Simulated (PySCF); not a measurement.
# C2H4Cl2 (1,2-dichloroethane) at 3 levels

Wanted: a comparison of 3 runs (B2PLYP/6-31G*, CAM-B3LYP/6-31G*, SCS-MP2/6-31G*) of C2H4Cl2 (1,2-dichloroethane). Input form: a Python script.

The results are computed with PySCF 2.14.0.

2 further runs of the same task are left out: 2 set aside as unsound or not needed.

**1. The molecule**

C2H4Cl2: 8 atoms, total charge 0, spin state singlet. As SMILES, `ClCCCl`. The shape is that of a PBE0-D4/def2-TZVP optimisation. This is one conformer, not always the lowest.

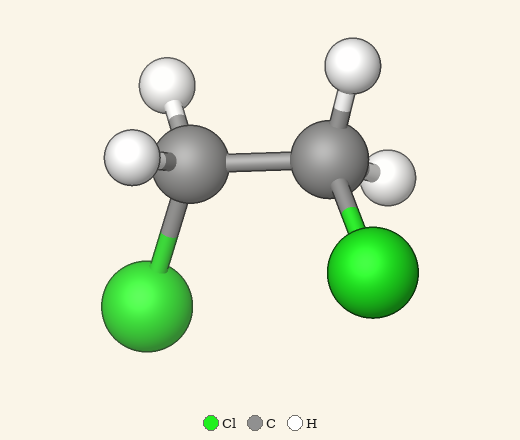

Viewed from a chosen angle; chlorine green, carbon grey, hydrogen white.

**2. The energy at B2PLYP/6-31G(d) (spherical functions) (run 1)**

Input file calc.py:

```python
from pyscf import gto, dft, mp

molecule = gto.Mole()
molecule.atom = '''
Cl    -3.861712     0.277242    -0.886754
C     -0.874792     1.062196     0.427078
C      1.185992    -0.702147    -0.419973
Cl     0.817004    -3.800107     0.817099
H     -0.427399     2.977604    -0.192601
H     -1.077786     1.041428     2.475050
H      3.003757     0.003364     0.251523
H      1.234936    -0.859599    -2.471459
'''
molecule.max_memory = 1860
molecule.spin = 0
molecule.unit = 'bohr'
molecule.basis = '6-31g*'
molecule.verbose = 4
molecule.build()

myscf = dft.RKS(molecule, xc='0.53*HF + 0.47*B88, 0.73*LYP')
myscf.conv_tol = 1e-10
myscf.grids.level = 5
myscf.kernel()
if not myscf.converged:
    myscf = myscf.newton().run(myscf.mo_coeff, myscf.mo_occ)

pt = mp.MP2(myscf, frozen=12).run()
energy = myscf.e_tot + 0.27 * pt.e_corr
print('PT2 part  %.8f' % (0.27 * pt.e_corr))
print(f'total energy: {energy:.8f} hartree')
```

Started as:

```console
$ OMP_NUM_THREADS=1 python calc.py
```

Standard output:

```text
PySCF version 2.14.0

[... 76 lines left out ...]
converged SCF energy = -998.408486481773
[... 1 line left out ...]
******** <class 'pyscf.mp.mp2.RMP2'> ********
nocc = 13, nmo = 60
frozen orbitals 12
E(RMP2) = -999.036514753577  E_corr = -0.628028271803931
E(SCS-RMP2) = -999.024407377663  E_corr = -0.615920895889645
E_corr(same-spin) = -0.15889965031739
E_corr(oppo-spin) = -0.469128621486541
PT2 part  -0.16956763
total energy: -998.57805412 hartree
```

Run time: 13 s. Hardware: 1 thread of Arm Neoverse V2, shared host; peak memory 0.38 GiB.

**3. The energy at CAM-B3LYP/6-31G(d) (spherical functions) (run 2)**

Input file job.py:

```python
from pyscf import gto, dft

mol = gto.M(
    atom='''
Cl    -3.861712     0.277242    -0.886754
C     -0.874792     1.062196     0.427078
C      1.185992    -0.702147    -0.419973
Cl     0.817004    -3.800107     0.817099
H     -0.427399     2.977604    -0.192601
H     -1.077786     1.041428     2.475050
H      3.003757     0.003364     0.251523
H      1.234936    -0.859599    -2.471459
''',
    max_memory=1860,
    spin=0,
    verbose=3,
    unit='bohr',
    basis='6-31g*',
)

mf = dft.RKS(mol, xc='cam-b3lyp')
mf.conv_tol = 1e-10
mf.grids.level = 5
mf.kernel()
if not mf.converged:
    mf = mf.newton().run(mf.mo_coeff, mf.mo_occ)

etot = mf.e_tot
print('E = %.10f Eh' % etot)
```

Started as:

```console
$ OMP_NUM_THREADS=1 python job.py
```

Standard output:

```text
converged SCF energy = -998.954638995007
E = -998.9546389950 Eh
```

Run time: 20 s. Hardware: 1 thread of Arm Neoverse V2, shared host; peak memory 0.38 GiB.

**4. A single-point energy at SCS-MP2/6-31G(d) (spherical functions) (run 3)**

Input file calc.py:

```python
from pyscf import gto, scf, mp

system = gto.M(
    atom='''
Cl    -2.043530     0.146710    -0.469250
C     -0.462920     0.562090     0.226000
C      0.627600    -0.371560    -0.222240
Cl     0.432340    -2.010930     0.432390
H     -0.226170     1.575680    -0.101920
H     -0.570340     0.551100     1.309740
H      1.589520     0.001780     0.133100
H      0.653500    -0.454880    -1.307840
''',
    max_memory=1860,
    basis='6-31g*',
    spin=0,
    verbose=3,
)

myscf = scf.RHF(system)
myscf.conv_tol = 1e-10
myscf.kernel()
if not myscf.converged:
    myscf = myscf.newton().run(myscf.mo_coeff, myscf.mo_occ)

pt = mp.MP2(myscf, frozen=12).run()
etot = myscf.e_tot + 1.2 * pt.e_corr_os + pt.e_corr_ss / 3
print(f'total energy: {etot:.8f} hartree')
```

Started as:

```console
$ OMP_NUM_THREADS=1 python calc.py
```

Standard output:

```text
converged SCF energy = -997.023614586096
E(RMP2) = -997.53877306657  E_corr = -0.515158480474724
E(SCS-RMP2) = -997.529106234756  E_corr = -0.50549164865984
total energy: -997.52910623 hartree
```

Run time: 1.4 s. Hardware: 1 thread of Arm Neoverse V2, shared host; peak memory 0.16 GiB.

**5. The series**

```tsv
run	level	frozen core orbitals	integration grid	energy (Eh)	dipole moment (D) of the reference	HOMO energy (eV)	LUMO energy (eV)	wall time
1	B2PLYP/6-31G* (spherical functions)	12	5	-998.578054	2.96	-9.66	2.26	13 s
2	CAM-B3LYP/6-31G* (spherical functions)	–	5	-998.954639	2.90	-9.78	1.93	20 s
3	SCS-MP2/6-31G* (spherical functions)	12	–	-997.529106	3.12	-11.85	4.81	1.4 s
```

**6. Summary of results**

| quantity | value |
| --- | --- |
| run 3: total energy | -997.52911 Eh |
| run 3: dipole moment (Hartree–Fock density) | 3.12 D |
| run 3: HOMO energy (Hartree–Fock orbitals) | -11.85 eV |
| run 3: LUMO energy (Hartree–Fock orbitals) | 4.81 eV |
| run 3: HOMO–LUMO gap (Hartree–Fock orbitals) | 16.66 eV |
| run 3: correlation energy (12 core orbitals frozen) | -505.5 mEh |

Totals of different functionals can't be ranked against each other. All runs together took 34 s, the longest 20 s.
